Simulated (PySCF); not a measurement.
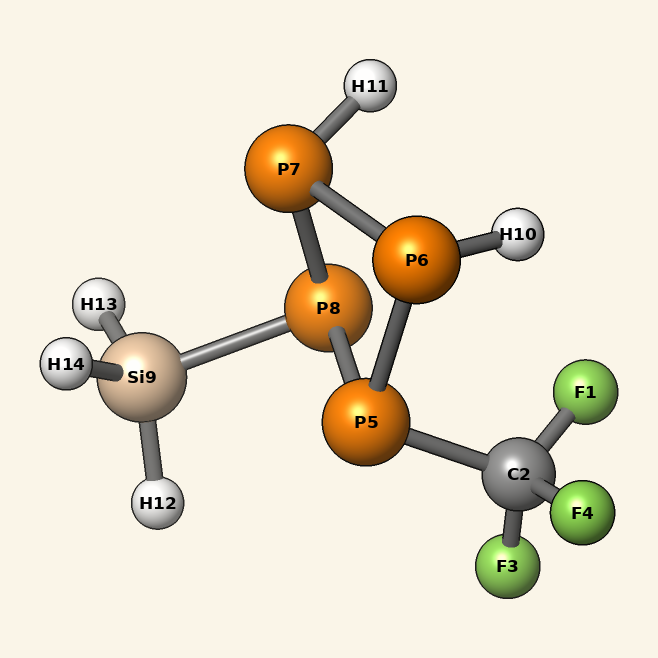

The computed structure is the end point of a GFN2-xTB optimisation. No frequency run is at hand to confirm it as a minimum.

Which atoms are bonded, and how long are the bonds?

```
   bond  length (Å)   order
  F1–C2       1.342  single
  C2–F3       1.338  single
  C2–F4       1.340  single
  C2–P5       1.887  single
  P5–P6       2.226  single
  P5–P8       2.200  single
  P6–P7       2.239  single
 P6–H10       1.405  single
  P7–P8       2.217  single
 P7–H11       1.398  single
 P8–Si9       2.267  single
Si9–H12       1.463  single
Si9–H13       1.463  single
Si9–H14       1.465  single
```
